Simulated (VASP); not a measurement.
Band structure of Mo (relaxed from the diamond structure, space group Fd-3m). Method: r2SCAN meta-GGA, VASP's PBE PAW potentials (set 64) (plane waves; VASP).

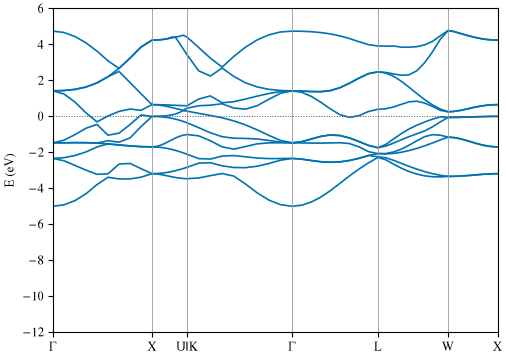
*Bands along high-symmetry lines, zero at the valence-band maximum or, without a gap, the Fermi level*

Q: Read the plot: is there a gap, and where are the band edges?

A: It has no gap at this level: it comes out as a metal or semimetal.

The structure was generated: Mo was put into the diamond type (Fd-3m), which need not be its known phase. It was relaxed first.
